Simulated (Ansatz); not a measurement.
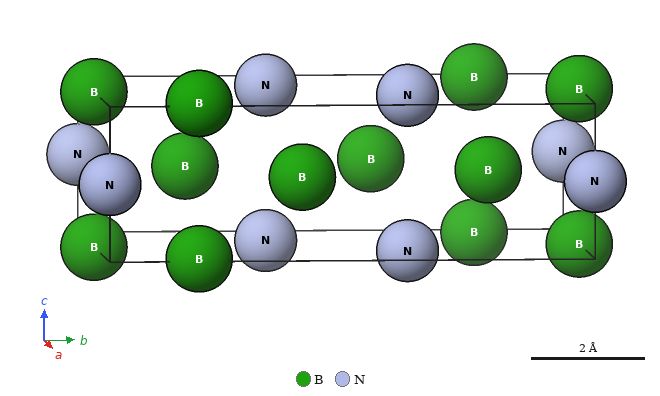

The image is a spheres-only drawing of a crystal, viewed slightly off an axis. The lines enclose the simulation cell; boundary atoms appear with their images.

```
CELL_PARAMETERS angstrom
2.86589 0.00000 0.00000
1.43294 -8.51994 0.00000
0.00000 0.00000 -2.81615
ATOMIC_POSITIONS crystal
B 0.20500 0.59000 0.50000
B 0.79500 0.41000 0.50000
B 0.09500 0.81000 0.00000
B 0.90500 0.19000 0.00000
N 0.00000 0.00000 0.50000
B 0.40300 0.19400 0.50000
B 0.59700 0.80600 0.50000
B 0.50000 0.00000 0.00000
N 0.31700 0.36600 0.00000
N 0.68300 0.63400 0.00000
```

The numbers come from Ansatz 0.2.0, DFT, PAW plane waves, PBE, using an energy cutoff of 420 eV, a 6×6×6 sampling of the Brillouin zone, Fermi-Dirac smearing of 0.1 eV, no spin polarisation.

How charged are the atoms, by the Bader scheme?

B +0.28 to +0.63 e; N -1.01 to -0.92 e.

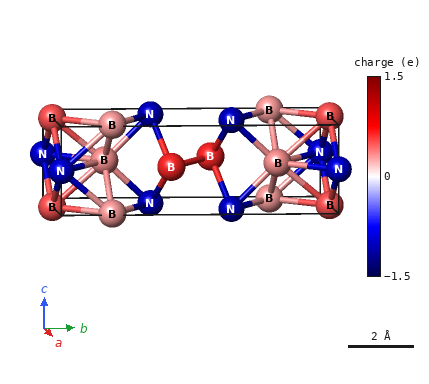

The atoms coloured by those charges.

The geometry is that of a generated cell, made by putting these elements into a known structure type (the compound may or may not exist in this form), without relaxation. A calculation with Ansatz used it as input.

At this level of theory the cell isn't at rest (stretched, at -9 GPa and forces up to 0.7 eV/Å), so its distances can differ from those at equilibrium, the more so the softer the solid.
